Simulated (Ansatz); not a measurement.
# UB3LYP/aug-cc-pVDZ run of GeSiH5 (SMILES [SiH2][GeH3])

What is the energy change on altering one bond length of GeSiH5 at UB3LYP/aug-cc-pVDZ? 

Program for the calculation: Ansatz 0.2.0.

27 further runs of the same task are left out: 27 set aside as unsound or not needed.

## (1) The molecule

GeSiH5 has 7 atoms, charge 0, and is taken as a doublet. As SMILES, `[SiH2][GeH3]`. The coordinates come from a PBE0-D4/def2-TZVP relaxation.

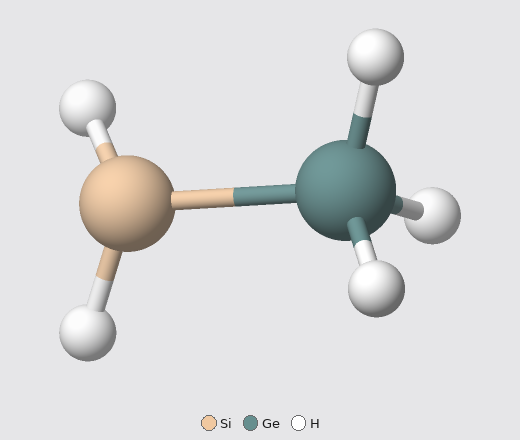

Viewed from a chosen angle; silicon light orange, germanium teal, hydrogen white.

## (2) A single-point energy at UB3LYP/aug-cc-pVDZ

Contents of run.yaml:

```yaml
crystal:
  periodic: [false, false, false]
  atoms:
    - symbol: Si
      position_ang: [-0.094700, -1.423600, -0.163400]
    - symbol: Ge
      position_ang: [0.288700, 0.914700, -0.097700]
    - symbol: H
      position_ang: [0.173200, -2.103400, 1.133900]
    - symbol: H
      position_ang: [-1.456400, -1.784700, -0.645400]
    - symbol: H
      position_ang: [0.037100, 1.517100, -1.489000]
    - symbol: H
      position_ang: [-0.633800, 1.622900, 0.913200]
    - symbol: H
      position_ang: [1.746900, 1.189100, 0.302700]
basis:
  gaussian: {orbitals: aug-cc-pVDZ}
hamiltonian: {xc: {name: B3LYP}}
output: {orbitals: {seedname: orbitals}}
accuracy: high
magnetization: {spin_polarized: true, initial_magnetization: 1}
```

Launch:

```bash
$ ansatz run run.yaml --threads 1 --pin off --max-ram 3480MiB --events-out events.jsonl --progress --plain --runs-dir runs
```

Standard output:

```text
Warning: RAYON_NUM_THREADS=1 ignored (pool sized by the plan → 1); use --threads N
Functional definition: B3LYP
  name "B3LYP"
  parameter a0 = 0.2
  parameter ax = 0.72
  parameter ac = 0.81
  exchange = (1 - a0 - ax)*slater_x + ax*b88_x + a0*exact_x
  correlation = (1 - ac)*vwn_rpa_c + ac*lyp_c
2189 factors; integrals over basis functions are off by at most 4.4e-9 eV
mean field evaluation 1: about -64476.0810 eV, gradient 9.1e0 eV
mean field evaluation 2: about -64476.7038 eV, gradient 3.4e0 eV
mean field evaluation 4: about -64476.8081 eV, gradient 1.9e-1 eV
mean field evaluation 8: about -64476.8270 eV, gradient 5.5e-3 eV
mean field evaluation 16: about -64476.8270 eV, gradient 9.4e-6 eV
mean field -64476.82697712 eV, -2369.4796874461 hartree, gradient 1.3e-8 eV, S^2 0.752620; 0 other end points of the search recorded, 0 dependent functions left out
reference -64476.82702946 eV, -2369.4796893697 hartree; 26, 25 occupied and 82, 83 virtual orbitals, 2189 factors
Total energy: -64476.82702946 eV, -2369.4796893697 hartree
```

Wall time 26 s (1 thread of Arm Neoverse V1, shared host); peak memory 0.54 GiB.

## (3) The distorted shape at the same level

Contents of molecule.yaml:

```yaml
crystal:
  periodic: [false, false, false]
  atoms:
    - symbol: Si
      position_ang: [-0.134892, -1.321611, -0.358031]
    - symbol: Ge
      position_ang: [0.248508, 1.016689, -0.292331]
    - symbol: H
      position_ang: [0.173200, -2.103400, 1.133900]
    - symbol: H
      position_ang: [-1.496592, -1.682711, -0.840031]
    - symbol: H
      position_ang: [-0.003092, 1.619089, -1.683631]
    - symbol: H
      position_ang: [-0.673992, 1.724889, 0.718569]
    - symbol: H
      position_ang: [1.706708, 1.291089, 0.108069]
basis:
  gaussian: {orbitals: aug-cc-pVDZ}
magnetization: {spin_polarized: true, initial_magnetization: 1}
hamiltonian: {xc: {name: B3LYP}}
accuracy: high
output: {orbitals: {seedname: orbitals}}
```

Launch:

```bash
$ ansatz run molecule.yaml --threads 1 --pin off --max-ram 3480MiB --events-out events.jsonl --progress --plain --runs-dir runs
```

Standard output, cut to the lines that bear on the results:

```text
Warning: RAYON_NUM_THREADS=1 ignored (pool sized by the plan → 1); use --threads N
[... 7 set-up lines as earlier in the session ...]
2194 factors; integrals over basis functions are off by at most 4.4e-9 eV
mean field evaluation 1: about -64475.8594 eV, gradient 8.7e0 eV
mean field evaluation 2: about -64476.4257 eV, gradient 3.2e0 eV
mean field evaluation 4: about -64476.5228 eV, gradient 1.8e-1 eV
mean field evaluation 8: about -64476.5418 eV, gradient 7.5e-3 eV
mean field evaluation 16: about -64476.5418 eV, gradient 3.0e-5 eV
mean field -64476.54175981 eV, -2369.4692059035 hartree, gradient 3.3e-8 eV, S^2 0.752572; 0 other end points of the search recorded, 0 dependent functions left out
reference -64476.54181157 eV, -2369.4692078055 hartree; 26, 25 occupied and 82, 83 virtual orbitals, 2194 factors
Total energy: -64476.54181157 eV, -2369.4692078055 hartree
```

Wall time 27 s (1 thread of Arm Neoverse V1, shared host); peak memory 0.55 GiB.

## (4) Outcome

Level: UB3LYP/aug-cc-pVDZ.

| quantity | value |
| --- | --- |
| first shape: total energy | -2369.47969 Eh |
| first shape: HOMO energy (highest over α and β) | -5.96 eV |
| first shape: LUMO energy (lowest over α and β) | -3.10 eV |
| first shape: ⟨S²⟩ | 0.753 |
| distorted shape: total energy | -2369.46921 Eh |
| distorted shape: HOMO energy (highest over α and β) | -6.02 eV |
| distorted shape: LUMO energy (lowest over α and β) | -3.18 eV |
| distorted shape: ⟨S²⟩ | 0.753 |
| energy change with the Si1–H3 bond stretched from 1.489 to 1.712 Å | 0.285 eV |

With the Si1–H3 bond stretched from 1.489 to 1.712 Å the energy rises by 0.29 eV (27.5 kJ/mol). The first shape isn't relaxed at this level, so the change isn't measured from a minimum.
